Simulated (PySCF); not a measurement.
**BHBr (SMILES [BH]Br) at UBLYP/6-31G**

Aim: the vertical doublet–quartet gap of BHBr at UBLYP/6-31G, from 2 runs. 

The calculation is run with PySCF 2.14.0.

## 1. Starting point

The species is BHBr (3 atoms), meant as a doublet with charge 0. SMILES: `[BH]Br`. Geometry: relaxed at PBE0-D4/def2-TZVP.

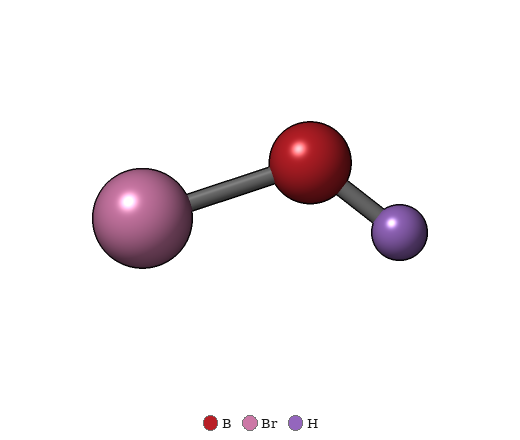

The structure, seen from a chosen angle (boron red, bromine pink, hydrogen purple).

## 2. A single-point energy at UBLYP/6-31G

Input file input.py:

```python
# [BH]Br
from pyscf import gto, dft

mol = gto.M(
    atom='''
B     -0.178579    -0.988327    -0.218641
Br     2.231767     1.064294     1.341328
H     -2.073785    -0.198421    -1.147631
''',
    charge=0,
    spin=1,
    verbose=3,
    basis='6-31g',
    unit='bohr',
    max_memory=1860,
)

ks = dft.UKS(mol)
ks.xc = 'blyp'
ks.conv_tol = 1e-10
ks.grids.level = 4
ks.kernel()
if not ks.converged:
    ks = ks.newton().run(ks.mo_coeff, ks.mo_occ)

etot = ks.e_tot
print(f'total energy: {etot:.8f} hartree')
```

Command:

```sh
$ OMP_NUM_THREADS=1 python input.py
```

What it wrote:

```text
WARN: HOMO -0.159016142374566 >= LUMO -0.159016142374525

converged SCF energy = -2599.15951112097  <S^2> = 0.75173085  2S+1 = 2.0017301
total energy: -2599.15951112 hartree
```

Run time: 4.2 s. Hardware: 1 thread of Arm Neoverse V1, shared host; peak memory 0.23 GiB.

## 3. The quartet at the same level

Input file calc.py:

```python
from pyscf import gto, dft

mol = gto.M(
    atom='''
B     -0.178579    -0.988327    -0.218641
Br     2.231767     1.064294     1.341328
H     -2.073785    -0.198421    -1.147631
''',
    verbose=4,
    basis='6-31g',
    unit='bohr',
    spin=3,
    max_memory=1860,
    charge=0,
)

mf = dft.UKS(mol, xc='blyp')
mf.grids.level = 4
mf.conv_tol = 1e-10
mf.kernel()
if not mf.converged:
    mf = mf.newton().run(mf.mo_coeff, mf.mo_occ)

etot = mf.e_tot
print('E = %.10f Eh' % etot)
```

Command:

```sh
$ OMP_NUM_THREADS=1 python calc.py
```

What it wrote:

```text
PySCF version 2.14.0

[INPUT] num. atoms = 3
[INPUT] num. electrons = 41
[INPUT] charge = 0
[INPUT] spin (= nelec alpha-beta = 2S) = 3
[INPUT] symmetry False subgroup None
[INPUT] Mole.unit = bohr
[INPUT] Symbol           X                Y                Z      unit          X                Y                Z       unit  Magmom
[INPUT]  1 B     -0.094499937149  -0.523000125337  -0.115699834573 AA   -0.178579000000  -0.988327000000  -0.218641000000 Bohr   0.0
[INPUT]  2 Br     1.181000236483   0.563200130519   0.709800209969 AA    2.231767000000   1.064294000000   1.341328000000 Bohr   0.0
[INPUT]  3 H     -1.097399762348  -0.104999871368  -0.607300171745 AA   -2.073785000000  -0.198421000000  -1.147631000000 Bohr   0.0

nuclear repulsion = 58.6237201454069
number of shells = 18
number of NR pGTOs = 116
number of NR cGTOs = 38
basis = 6-31g
ecp = {}

******** <class 'pyscf.dft.uks.UKS'> ********
method = UKS
initial guess = minao
damping factor = 0
level_shift factor = 0
DIIS = <class 'pyscf.scf.diis.CDIIS'>
diis_start_cycle = 1
diis_space = 8
diis_damp = 0
SCF conv_tol = 1e-10
SCF conv_tol_grad = None
SCF max_cycles = 50
direct_scf = True
direct_scf_tol = 1e-13
number electrons alpha = 22  beta = 19
XC library pyscf.dft.libxc version 7.0.0
    S. Lehtola, C. Steigemann, M. J.T. Oliveira, and M. A.L. Marques.,  SoftwareX 7, 1–5 (2018)
XC functionals = blyp
    A. D. Becke.,  Phys. Rev. A 38, 3098 (1988)
    C. Lee, W. Yang, and R. G. Parr.,  Phys. Rev. B 37, 785 (1988)
    B. Miehlich, A. Savin, H. Stoll, and H. Preuss.,  Chem. Phys. Lett. 157, 200 (1989)
radial grids:
    Treutler-Ahlrichs [JCP 102, 346 (1995); DOI:10.1063/1.469408] (M4) radial grids

becke partition: Becke, JCP 88, 2547 (1988); DOI:10.1063/1.454033
pruning grids: <function nwchem_prune>
grids dens level: 4
symmetrized grids: False
atomic radii adjust function: <function treutler_atomic_radii_adjust>
small_rho_cutoff = 0
Set gradient conv threshold to 1e-05
tot grids = 74000
init E= -2598.1910640305
[... the frontier-level lines of each cycle are left out ...]


cycle= 1 E= -2598.89941401785  delta_E= -0.708  |g|= 0.242  |ddm|=  1.6


cycle= 2 E= -2598.64286091448  delta_E= 0.257  |g|= 0.51  |ddm|= 1.55


cycle= 3 E= -2598.96413360566  delta_E= -0.321  |g|= 0.0587  |ddm|=  1.2


cycle= 4 E= -2598.96511433616  delta_E= -0.000981  |g|= 0.0281  |ddm|= 0.148


cycle= 5 E= -2598.96581257354  delta_E= -0.000698  |g|= 0.0115  |ddm|= 0.0925


cycle= 6 E= -2598.96595598253  delta_E= -0.000143  |g|= 0.00597  |ddm|= 0.0435


cycle= 7 E= -2598.96599367604  delta_E= -3.77e-05  |g|= 0.00188  |ddm|= 0.00959


cycle= 8 E= -2598.96599754814  delta_E= -3.87e-06  |g|= 0.00043  |ddm|= 0.00323


cycle= 9 E= -2598.96599777212  delta_E= -2.24e-07  |g|= 2.69e-05  |ddm|= 0.000954


cycle= 10 E= -2598.96599777297  delta_E= -8.59e-10  |g|= 5.77e-06  |ddm|= 5.72e-05


cycle= 11 E= -2598.96599777301  delta_E= -3.23e-11  |g|= 1.11e-06  |ddm|= 9.93e-06


Extra cycle  E= -2598.96599777298  delta_E= 2.82e-11  |g|= 5.21e-06  |ddm|= 1.41e-05
converged SCF energy = -2598.96599777298  <S^2> = 3.7514701  2S+1 = 4.000735
E = -2598.9659977730 Eh
```

Wall time 4.5 s (1 thread of Arm Neoverse V1, shared host); peak memory 0.23 GiB.

## 4. Results

At UBLYP/6-31G:

| quantity | value |
| --- | --- |
| doublet: total energy | -2599.15951 Eh |
| doublet: dipole moment | 0.54 D |
| doublet: HOMO energy (highest over α and β) | -4.45 eV |
| doublet: LUMO energy (lowest over α and β) | -2.78 eV |
| doublet: ⟨S²⟩ | 0.752 |
| quartet: total energy | -2598.96600 Eh |
| quartet: dipole moment | 2.36 D |
| quartet: HOMO energy (highest over α and β) | -2.54 eV |
| quartet: ⟨S²⟩ | 3.751 |
| vertical energy of the quartet above the doublet | 5.266 eV |

In words: At this shape the quartet lies 5.27 eV (508 kJ/mol) above the doublet. Mulliken charges (doublet) run from -0.06 on B1 to +0.06 on Br2; they depend strongly on the basis. Mulliken charges (quartet) run from -0.41 on B1 to +0.34 on Br2; they depend strongly on the basis.
